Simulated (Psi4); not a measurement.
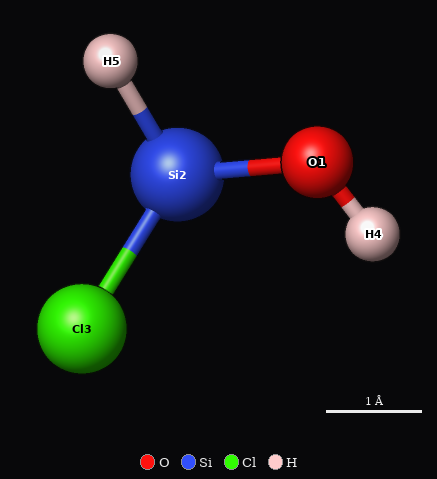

Fig. 1: The input geometry (ball-and-stick view, seen on its broad side; atoms are numbered from 1 in the order of the input). Bond lengths as drawn: Cl–Si 1.97 Å, H–O 0.96 Å, H–Si 1.46 Å and O–Si 1.69 Å.

## Run report: SiH2ClO, geometry relaxation (part 1 of 2)

System: SiH2ClO, multiplicity 2, SMILES O[SiH]Cl.
Method: PBE0/6-31G*, UKS, dispersion D4 (Psi4 1.11).

### Log
```
gradient() will perform analytic gradient computation.

   => Loading Basis Set <=

    Name: 6-31G*
    Role: ORBITAL
    Keyword: BASIS

   => PBE0-D4(BJ,EEQ)ATM: Empirical Dispersion <=

        a1 =       0.400856
        a2 =       5.029288
       alp =      16.000000
        s6 =       1.000000
        s8 =       1.200655
        s9 =       1.000000
        ga =       3.000000
        gc =       2.000000
        wf =       6.000000

         ---------------------------------------------------------
                                   SCF
                              UKS Reference
                        1 Threads,   1525 MiB Core
         ---------------------------------------------------------

  ==> Geometry <==

    Molecular point group: c1
    Full point group: C1

    Geometry (in Angstrom), charge = 0, multiplicity = 2:

       Center              X                  Y                   Z               Mass
    ------------   -----------------  -----------------  -----------------  -----------------
         O           -1.278115326334    -0.328314933303    -1.280599650200    15.994914619570
         SI          -0.590151658961     0.579407637334    -0.080207019670    27.976926534650
         CL           1.107460876362    -0.331663604681     0.701274881486    34.968852682000
         H           -1.603503089614    -1.202598447290    -1.032476723508     1.007825032230
         H           -0.155394590209     1.836855520536    -0.749330633122     1.007825032230

  Running in c1 symmetry.

  Rotational constants: A =      0.75809  B =      0.13370  C =      0.11661 [cm^-1]
  Rotational constants: A =  22727.08431  B =   4008.10773  C =   3495.85497 [MHz]
  Nuclear repulsion =  139.890453107928778

  Charge       = 0
  Multiplicity = 2
  Electrons    = 41
  Nalpha       = 21
  Nbeta        = 20

  ==> Algorithm <==

  SCF Algorithm Type is DF.
  DIIS enabled.
  MOM disabled.
  Fractional occupation disabled.
  Guess Type is SAD.
  Energy threshold   = 1.00e-08
  Density threshold  = 1.00e-08
  Integral threshold = 1.00e-12

  ==> Primary Basis <==

  Basis Set: 6-31G*
    Blend: 6-31G*
    Number of shells: 26
    Number of basis functions: 57
    Number of Cartesian functions: 57
    Spherical Harmonics?: false
    Max angular momentum: 2

  ==> DFT Potential <==

   => LibXC <=

    Version 7.1.2

   => Composite Functional: PBE0-D4BJEEQATM <=

    PBE0-d4bjeeqatm Hyb-GGA Exchange-Correlation Functional

    Deriv               =              1
    GGA                 =           TRUE
    Meta                =          FALSE

    Exchange Hybrid     =           TRUE
    MP2 Hybrid          =          FALSE

   => Exchange Functionals <=

    0.7500   Perdew, Burke & Ernzerhof

   => Exact (HF) Exchange <=

    0.2500               HF

   => Correlation Functionals <=

    1.0000   Perdew, Burke & Ernzerhof

   => LibXC Density Thresholds  <==

    XC_HYB_GGA_XC_PBEH:  1.00E-15

   => Molecular Quadrature <=

    Radial Scheme          =       TREUTLER
    Pruning Scheme         =           NONE
    Nuclear Scheme         =       TREUTLER

    Blocking Scheme        =         OCTREE
    BS radius alpha        =              1
    Pruning alpha          =              1
    Radial Points          =             75
    Spherical Points       =            302
    Total Points           =         108168
    Total Blocks           =            870
    Max Points             =            256
    Max Functions          =             56
    Weights Tolerance      =       1.00E-15

   => Loading Basis Set <=

    Name: (6-31G* AUX)
    Role: JKFIT
    Keyword: DF_BASIS_SCF

  ==> Integral Setup <==

  DFHelper Memory: AOs need 0.011 GiB; user supplied 0.967 GiB.
  SCF_SUBTYPE=INCORE selected. In-core MEM_DF algorithm will be used.
  Using in-core AOs.

  ==> MemDFJK: Density-Fitted J/K Matrices <==

    J tasked:                   Yes
    K tasked:                   Yes
    wK tasked:                   No
    Memory [MiB]:               990
    Algorithm:                 Core
    Schwarz Cutoff:           1E-12
    Mask sparsity (%):       1.1080
    Fitting Condition:        1E-10

   => Auxiliary Basis Set <=

  Basis Set: (6-31G* AUX)
    Blend: CC-PVDZ-JKFIT
    Number of shells: 114
    Number of basis functions: 391
    Number of Cartesian functions: 391
    Spherical Harmonics?: false
    Max angular momentum: 3

  Cached 100.0% of DFT collocation blocks in 0.150 [GiB].

  Minimum eigenvalue in the overlap matrix is 9.3614562751E-03.
  Reciprocal condition number of the overlap matrix is 1.7077319074E-03.
    Using symmetric orthogonalization.

  ==> Pre-Iterations <==

  SCF Guess: Superposition of Atomic Densities via on-the-fly atomic UHF (no occupation information).

   -------------------------
    Irrep   Nso     Nmo
   -------------------------
     A         57      57
   -------------------------
    Total      57      57
   -------------------------

  ==> Iterations <==

                           Total Energy        Delta E     RMS |[F,P]|

   @DF-UKS iter SAD:  -825.40069972228855   -8.25401e+02   0.00000e+00
   @DF-UKS iter   1:  -825.62346547999562   -2.22766e-01   1.05677e-02 ADIIS/DIIS
   @DF-UKS iter   2:  -825.33015369285772    2.93312e-01   1.80866e-02 ADIIS/DIIS
   @DF-UKS iter   3:  -825.76159598224137   -4.31442e-01   1.43421e-03 ADIIS/DIIS
   @DF-UKS iter   4:  -825.76525406073108   -3.65808e-03   4.31758e-04 ADIIS/DIIS
   @DF-UKS iter   5:  -825.76557651743758   -3.22457e-04   1.19506e-04 ADIIS/DIIS
   @DF-UKS iter   6:  -825.76560660452151   -3.00871e-05   3.79810e-05 DIIS
   @DF-UKS iter   7:  -825.76560978147620   -3.17695e-06   7.14960e-06 DIIS
   @DF-UKS iter   8:  -825.76560995554507   -1.74069e-07   2.24420e-06 DIIS
   @DF-UKS iter   9:  -825.76560997064360   -1.50985e-08   4.15734e-07 DIIS
   @DF-UKS iter  10:  -825.76560997140234   -7.58746e-10   1.26132e-07 DIIS
   @DF-UKS iter  11:  -825.76560997145009   -4.77485e-11   3.47483e-08 DIIS
   @DF-UKS iter  12:  -825.76560997145327   -3.18323e-12   7.54152e-09 DIIS
  Energy and wave function converged.

  ==> Post-Iterations <==

   Electrons on quadrature grid:
      Nalpha   =   20.9999943118 ; deviation = -5.688e-06
      Nbeta    =   19.9999945226 ; deviation = -5.477e-06
      Ntotal   =   40.9999888344 ; deviation = -1.117e-05

   @Spin Contamination Metric:   1.621584737E-03
   @S^2 Expected:                7.500000000E-01
   @S^2 Observed:                7.516215847E-01
   @S   Expected:                5.000000000E-01
   @S   Observed:                5.000000000E-01

    Orbital Energies [Eh]
    ---------------------

    Alpha Occupied:

       1A   -101.713027     2A    -66.324046     3A    -19.259388
       4A     -9.530662     5A     -7.264576     6A     -7.258610
       7A     -7.258193     8A     -5.392884     9A     -3.728954
      10A     -3.727177    11A     -3.724577    12A     -1.058338
      13A     -0.851434    14A     -0.597576    15A     -0.491533
      16A     -0.427637    17A     -0.408262    18A     -0.380680
      19A     -0.347293    20A     -0.340483    21A     -0.233228

    Alpha Virtual:

      22A      0.012295    23A      0.025824    24A      0.100384
      25A      0.119134    26A      0.183097    27A      0.228620
      28A      0.233125    29A      0.331236    30A      0.406015
      31A      0.472769    32A      0.477813    33A      0.534681
      34A      0.546768    35A      0.588715    36A      0.620162
      37A      0.675525    38A      0.798273    39A      0.875224
      40A      0.875873    41A      0.896760    42A      0.932283
      43A      0.947477    44A      0.964260    45A      1.005993
      46A      1.114331    47A      1.191470    48A      1.261714
      49A      1.317623    50A      1.729796    51A      1.835801
      52A      1.921625    53A      2.386082    54A      2.563058
      55A      2.921871    56A      3.652340    57A      4.289458

    Beta Occupied:

       1A   -101.712196     2A    -66.320932     3A    -19.256223
       4A     -9.529837     5A     -7.262886     6A     -7.257759
       7A     -7.257130     8A     -5.388444     9A     -3.724815
      10A     -3.722469    11A     -3.718937    12A     -1.050982
      13A     -0.845871    14A     -0.589622    15A     -0.477393
      16A     -0.416400    17A     -0.390787    18A     -0.369861
      19A     -0.339343    20A     -0.338235

    Beta Virtual:

      21A     -0.095841    22A      0.028181    23A      0.043749
      24A      0.119730    25A      0.127746    26A      0.190012
      27A      0.238339    28A      0.264665    29A      0.342896
      30A      0.411271    31A      0.480044    32A      0.488564
      33A      0.550027    34A      0.562916    35A      0.604989
      36A      0.655678    37A      0.690811    38A      0.807544
      39A      0.879476    40A      0.879594    41A      0.908015
      42A      0.936669    43A      0.957014    44A      0.974914
      45A      1.012103    46A      1.128422    47A      1.196772
      48A      1.266831    49A      1.323173    50A      1.733670
      51A      1.842247    52A      1.929270    53A      2.388837
      54A      2.569509    55A      2.936138    56A      3.657054
      57A      4.291798

    Final Occupation by Irrep:
              A
    DOCC [    20 ]
    SOCC [     1 ]
    NA   [    21 ]
    NB   [    20 ]

  @DF-UKS Final Energy:  -825.76560997145327

   => Energetics <=

    Nuclear Repulsion Energy =            139.8904531079287779
    One-Electron Energy =               -1419.8842145506609995
    Two-Electron Energy =                 498.1918631827477952
    DFT Exchange-Correlation Energy =     -43.9607151129785905
    Empirical Dispersion Energy =          -0.0029965984902515
    VV10 Nonlocal Energy =                  0.0000000000000000
    Total Energy =                       -825.7656099714532729

  UHF NO Occupations:
  HONO-2 :   19  A 1.9999085
  HONO-1 :   20  A 1.9994342
  HONO-0 :   21  A 1.0000000
  LUNO+0 :   22  A 0.0005658
  LUNO+1 :   23  A 0.0000915
  LUNO+2 :   24  A 0.0000618
  LUNO+3 :   25  A 0.0000420

Computation Completed

Properties will be evaluated at   0.000000,   0.000000,   0.000000 [a0]

Properties computed using the SCF density matrix

 Multipole Moments:

 ------------------------------------------------------------------------------------
     Multipole            Electronic (a.u.)      Nuclear  (a.u.)        Total (a.u.)
 ------------------------------------------------------------------------------------

 L = 1.  Multiply by 2.5417464519 to convert [e a0] to [Debye]
 Dipole X            :          2.0225895           -2.6817266           -0.6591372
 Dipole Y            :         -1.0833750            0.9092668           -0.1741082
 Dipole Z            :          2.3515489           -2.3202621            0.0312868
 Magnitude           :                                                    0.6824620

 ------------------------------------------------------------------------------------

	total time  =          3 seconds =       0.05 minutes

         ------------------------------------------------------------
                                   SCF GRAD
         ------------------------------------------------------------

  ==> Geometry <==

    Molecular point group: c1
    Full point group: C1

    Geometry (in Angstrom), charge = 0, multiplicity = 2:

       Center              X                  Y                   Z               Mass
    ------------   -----------------  -----------------  -----------------  -----------------
         O           -1.278115326334    -0.328314933303    -1.280599650200    15.994914619570
         SI          -0.590151658961     0.579407637334    -0.080207019670    27.976926534650
         CL           1.107460876362    -0.331663604681     0.701274881486    34.968852682000
         H           -1.603503089614    -1.202598447290    -1.032476723508     1.007825032230
         H           -0.155394590209     1.836855520536    -0.749330633122     1.007825032230

  Nuclear repulsion =  139.890453107928778

  ==> Basis Set <==

  Basis Set: 6-31G*
    Blend: 6-31G*
    Number of shells: 26
    Number of basis functions: 57
    Number of Cartesian functions: 57
    Spherical Harmonics?: false
    Max angular momentum: 2

  ==> DFJKGrad: Density-Fitted SCF Gradients <==

    Gradient:                    1
    J tasked:                  Yes
    K tasked:                  Yes
    wK tasked:                  No
    Integrals threads:           1
    Memory [MiB]:             1144
    Schwarz Cutoff:          1E-12
    Fitting Condition:       1E-10

   => Auxiliary Basis Set <=

  Basis Set: (6-31G* AUX)
    Blend: CC-PVDZ-JKFIT
    Number of shells: 114
    Number of basis functions: 391
    Number of Cartesian functions: 391
    Spherical Harmonics?: false
    Max angular momentum: 3

  ==> DFT Potential <==

   => LibXC <=

    Version 7.1.2

   => Composite Functional: PBE0-D4BJEEQATM <=

    PBE0-d4bjeeqatm Hyb-GGA Exchange-Correlation Functional

    Deriv               =              1
    GGA                 =           TRUE
    Meta                =          FALSE

    Exchange Hybrid     =           TRUE
    MP2 Hybrid          =          FALSE

   => Exchange Functionals <=

    0.7500   Perdew, Burke & Ernzerhof

   => Exact (HF) Exchange <=

    0.2500               HF

   => Correlation Functionals <=

    1.0000   Perdew, Burke & Ernzerhof

   => LibXC Density Thresholds  <==

    XC_HYB_GGA_XC_PBEH:  1.00E-15

   => Molecular Quadrature <=

    Radial Scheme          =       TREUTLER
    Pruning Scheme         =           NONE
    Nuclear Scheme         =       TREUTLER

    Blocking Scheme        =         OCTREE
    BS radius alpha        =              1
    Pruning alpha          =              1
    Radial Points          =             75
    Spherical Points       =            302
    Total Points           =         108168
    Total Blocks           =            870
    Max Points             =            256
    Max Functions          =             56
    Weights Tolerance      =       1.00E-15

  -Total Gradient:
     Atom            X                  Y                   Z
    ------   -----------------  -----------------  -----------------
       1        0.000143370475     0.000011221634     0.000004643523
       2       -0.000020876415     0.000082630992    -0.000051094786
       3        0.000006247225     0.000021165965     0.000048933614
       4        0.000004856151     0.000006661850    -0.000099716234
       5        0.000010181050    -0.000064150793     0.000013165680

	total time  =          1 seconds =       0.02 minutes
```

### Standard output
```
Step     Time          Energy          fmax
BFGS:    0 19:39:43   -22470.084861        2.718842
BFGS:    1 19:39:47   -22470.202082        0.723869
BFGS:    2 19:39:52   -22470.218855        0.422071
BFGS:    3 19:39:55   -22470.222560        0.157592
BFGS:    4 19:40:01   -22470.223794        0.109231
BFGS:    5 19:40:05   -22470.224819        0.119539
BFGS:    6 19:40:09   -22470.225609        0.107639
BFGS:    7 19:40:12   -22470.225956        0.054394
BFGS:    8 19:40:16   -22470.226034        0.021406
BFGS:    9 19:40:20   -22470.226057        0.019277
BFGS:   10 19:40:23   -22470.226094        0.026595
BFGS:   11 19:40:27   -22470.226166        0.045301
BFGS:   12 19:40:32   -22470.226270        0.054194
BFGS:   13 19:40:36   -22470.226364        0.040938
BFGS:   14 19:40:40   -22470.226414        0.022874
BFGS:   15 19:40:43   -22470.226444        0.023704
BFGS:   16 19:40:47   -22470.226489        0.030107
BFGS:   17 19:40:50   -22470.226570        0.039587
BFGS:   18 19:40:54   -22470.226669        0.039750
BFGS:   19 19:40:58   -22470.226736        0.021686
BFGS:   20 19:41:01   -22470.226757        0.012350
BFGS:   21 19:41:04   -22470.226765        0.013399
BFGS:   22 19:41:08   -22470.226772        0.016028
BFGS:   23 19:41:11   -22470.226777        0.012804
BFGS:   24 19:41:15   -22470.226779        0.007399
converged: True
O     -0.739658    -0.475663    -0.786664
Si    -0.051694     0.432059     0.413729
Cl     1.645918    -0.479012     1.195211
H     -1.065046    -1.349947    -0.538541
H      0.383063     1.689507    -0.255395
```
